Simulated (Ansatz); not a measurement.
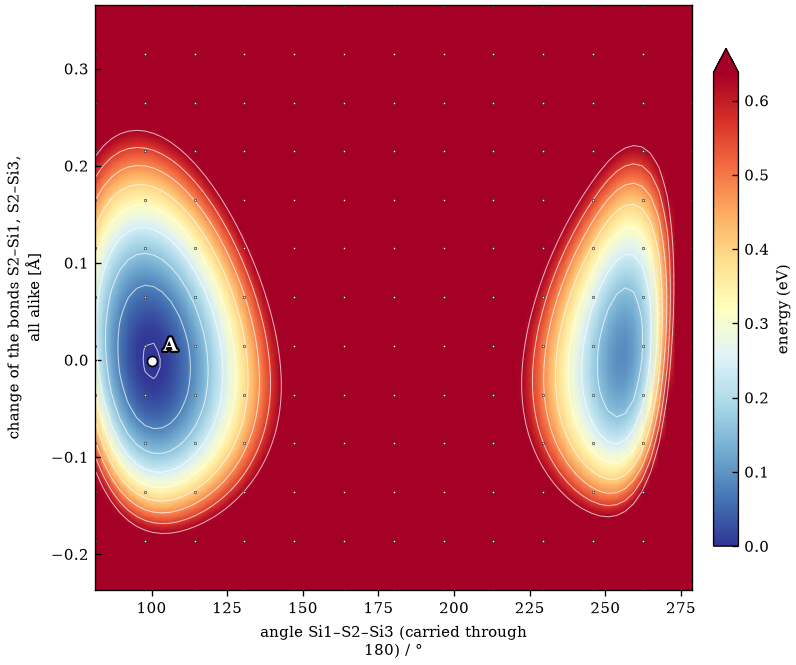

H₆SSi₂, SMILES [SiH3]S[SiH3]. The first coordinate is: angle Si1–S2–Si3 (carried through 180); the second: change of the bonds S2–Si1, S2–Si3, all alike. Nothing is relaxed (all other coordinates rigid). The scan uses a 13 × 13 grid. Points are written as (first, second). Energies: eV, counted from the lowest grid point. Method: RKS PBE0-D4/def2-SVP in Ansatz.

Drawn: a smooth colour map with a few white contour lines, dots at the grid points, one colour for all values above the top of the scale, the well A. Between grid points the surface is interpolated.

Estimate the position of the minimum and the force constants in these coordinates. Take the well at A.

The interpolated minimum is at the first coordinate ≈ 100.0°, the second coordinate ≈ −0.001 Å. The curvatures there are about 4.1 eV/rad² and 32 eV/Å², with a cross term of about 1.6 eV/(rad·Å). Round the minimum the two coordinates are weakly coupled (coupling 0.14 in units of the two stiffnesses).
